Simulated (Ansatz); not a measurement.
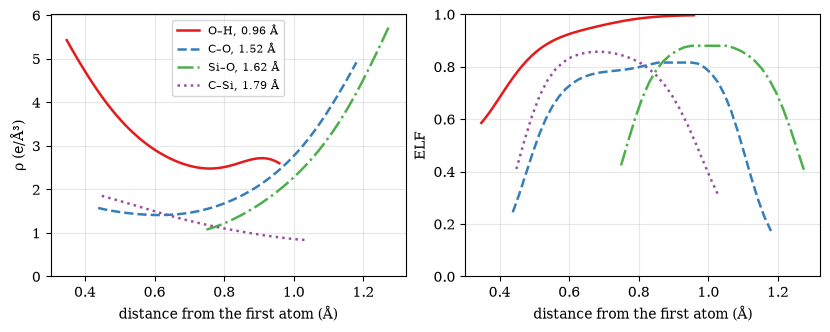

Figure 1: CH4O3Si (SMILES O[Si]1(O)CO1). Total electron density and ELF along straight lines between neighbouring atoms. The curves leave out the atomic cores.

Geometry: PBE0-D4/def2-TZVP.

Method: Ansatz 0.2.0, RKS PBE0-D4/def2-TZVPP.

Input file:

```
crystal:
  periodic: [false, false, false]
  atoms:
    - {symbol: O, position_ang: [-0.867042, 0.308479, -1.725141]}
    - {symbol: Si, position_ang: [0.136662, 0.113299, -0.469694]}
    - {symbol: O, position_ang: [1.586385, -0.095020, -1.160015]}
    - {symbol: C, position_ang: [-0.329740, -0.425391, 1.175030]}
    - {symbol: O, position_ang: [-0.022295, 1.034071, 0.870333]}
    - {symbol: H, position_ang: [-1.770707, 0.553720, -1.520769]}
    - {symbol: H, position_ang: [2.342400, -0.135257, -0.572369]}
    - {symbol: H, position_ang: [0.375102, -0.841317, 1.892808]}
    - {symbol: H, position_ang: [-1.362264, -0.558887, 1.492816]}
basis:
  gaussian: {orbitals: def2-TZVPP}
hamiltonian: {xc: pbe0, dispersion: d4}
output: {orbitals: {seedname: orbitals}}
```

Command:

```sh
ansatz run in.yaml --threads 2 --pin off --events-out ev --progress --plain --max-ram 4352MiB
```

> Compare the contacts.

O–H (0.96 Å): the density is about 3.8 e/Å³ at the midpoint; the ELF climbs to about 1 towards the hydrogen, as it does in any bond to H: a covalent bond by its length.
C–O (1.52 Å): ρ at the midpoint is about 1.6 e/Å³, with its minimum of 1.4 e/Å³ about 0.6 Å from C; the ELF peaks at about 0.80 between the atoms, as expected for a polar covalent bond.
Si–O (1.62 Å): ρ is about 1.3 e/Å³ halfway; the ELF peaks at about 0.90 between the atoms, as expected for a polar covalent bond.
C–Si (1.79 Å): ρ at the midpoint is about 0.97 e/Å³; the ELF peaks at about 0.85 between the atoms, as expected for a covalent bond.
